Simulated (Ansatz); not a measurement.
# CH₆SSi₂: a ladder of functionals and wavefunction methods

Aim: compute CH₆SSi₂ with functionals from several rungs and with coupled cluster. The yardstick is the atomisation energy at the CCSD(T) limit.

Program: Ansatz 0.2.0, Gaussian basis. Level of theory: functionals in def2-TZVPP, the program's frozen cores in correlated methods. These are calculated values, not measurements.

The runs, in order: LDA (SPW92), PBE-D4, revPBE-D4, BLYP-D4, r2SCAN-D4, B97M-V, PBE0-D4, B3LYP-D4, r2SCANh-D4, r2SCAN0-D4, HSE06-D4, BHLYP-D4, CAM-B3LYP-D4, LC-ωPBE, ωB97X-V, ωB97M-V, B2PLYP, PBE-QIDH; CCSD(T)/def2-SVP; CCSD(T)/def2-TZVPP; MP2/def2-QZVPP; extrapolation to the limit; RPA on PBE.

### Step 1. Structure used throughout

All runs share one geometry, relaxed beforehand with PBE0-D4 in a triple-zeta def2 set.

SMILES `S[SiH]1C[SiH2]1`, 10 atoms, charge 0, spin multiplicity 1.

Atoms are counted from 1 here; the program's logs count them from 0.

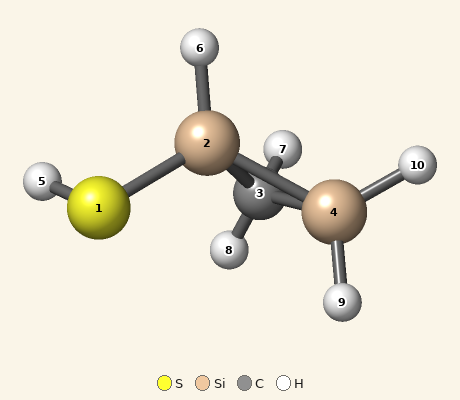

The geometry (sulfur yellow, silicon light orange, carbon grey, hydrogen white); atoms are numbered from 1 in the order of the file.

As a file:

```
atom    x (Å)    y (Å)    z (Å)
  S1  -2.5571   0.1011  -0.3230
 Si2  -0.6286   0.5731   0.4369
  C3   0.8608   0.1757  -0.6598
 Si4   0.8313  -1.1019   0.7476
  H5  -2.6296   1.1538  -1.1583
  H6  -0.5551   1.8572   1.1738
  H7   1.6786   0.8942  -0.6593
  H8   0.6561  -0.1967  -1.6612
  H9   0.4999  -2.4934   0.3651
 H10   1.9270  -1.0141   1.7414
```

### Step 2. LDA

This LDA is Slater exchange with PW92 correlation.

in.yaml reads:

```yaml
crystal:
  periodic: [false, false, false]
  atoms:
    - {symbol: S, position_ang: [-2.557114, 0.101135, -0.322953]}
    - {symbol: Si, position_ang: [-0.628630, 0.573129, 0.436897]}
    - {symbol: C, position_ang: [0.860763, 0.175663, -0.659772]}
    - {symbol: Si, position_ang: [0.831267, -1.101948, 0.747638]}
    - {symbol: H, position_ang: [-2.629576, 1.153760, -1.158300]}
    - {symbol: H, position_ang: [-0.555095, 1.857181, 1.173751]}
    - {symbol: H, position_ang: [1.678645, 0.894212, -0.659320]}
    - {symbol: H, position_ang: [0.656059, -0.196680, -1.661222]}
    - {symbol: H, position_ang: [0.499912, -2.493401, 0.365072]}
    - {symbol: H, position_ang: [1.926970, -1.014054, 1.741408]}
basis:
  gaussian: {orbitals: def2-TZVPP}
hamiltonian: {xc: lda}
output: {orbitals: {seedname: orbitals}}
```

Started as:

```console
ansatz run in.yaml --threads 2 --pin off --events-out ev --progress --plain --max-ram 4352MiB
```

Further steps of the session: PBE-D4 (GGA); revPBE-D4 (GGA); BLYP-D4 (GGA); r2SCAN-D4 (meta-GGA); B97M-V (meta-GGA); B3LYP-D4 (hybrid); r2SCANh-D4 (hybrid); r2SCAN0-D4 (hybrid); HSE06-D4 (hybrid); BHLYP-D4 (hybrid); CAM-B3LYP-D4 (range-separated); LC-ωPBE (range-separated); ωB97X-V (range-separated); ωB97M-V (range-separated); B2PLYP (double hybrid); PBE-QIDH (double hybrid); CCSD(T) in def2-SVP; CCSD(T) in def2-TZVPP; MP2 in def2-QZVPP; RPA on PBE orbitals.

**Question.** What will the summary of the whole plan be? Wanted: atomisation energy, CCSD(T)/CBS; farthest beyond LDA; mean size of error, GGA; mean size of error, meta-GGA; mean size of error, hybrid; mean size of error, range-separated; mean size of error, double hybrid; gap, smallest and largest; T1 diagnostic.

**Answer**, as computed:

| quantity | value |
| --- | --- |
| atomisation energy, CCSD(T)/CBS | 33.292 eV |
| functionals within 0.166 eV (0.5 %) | PBE0-D4, B3LYP-D4, r2SCANh-D4, r2SCAN0-D4, HSE06-D4, CAM-B3LYP-D4, ωB97M-V |
| farthest beyond LDA | BHLYP-D4 (-0.737 eV) |
| mean size of error, GGA | 0.354 eV |
| mean size of error, meta-GGA | 0.299 eV |
| mean size of error, hybrid | 0.185 eV |
| mean size of error, range-separated | 0.224 eV |
| mean size of error, double hybrid | 0.412 eV |
| gap, smallest and largest | 4.53 eV (LDA (SPW92)), 11.16 eV (LC-ωPBE) |
| T1 diagnostic | 0.0124 |
| triples share of the correlation energy | 4.4 % |

What this shows: The LDA atomisation energy is off by 4.297 eV (13 %): it overbinds. PBE-D4 is off by +0.248 eV. Double hybrids carry the basis error of their MP2 part in triple zeta, and no dispersion term here, so their miss is partly the set-up's. Taken by rung, hybrid functionals do best (0.185 eV on average) and double hybrid ones worst beyond LDA (0.412 eV). The gap between the best rungs is small, so their order is not settled. Misses under about 0.166 eV are within the doubt on the reference itself, which lacks core-valence correlation, relativity and higher excitations. Hartree-Fock recovers 73 % of the binding; the rest is correlation. CCSD(T) in def2-SVP is off by -2.455 eV, more than most functionals: a good method in a small basis is no reference. Orbital gaps span 4.5 to 11.2 eV; exact exchange widens them.
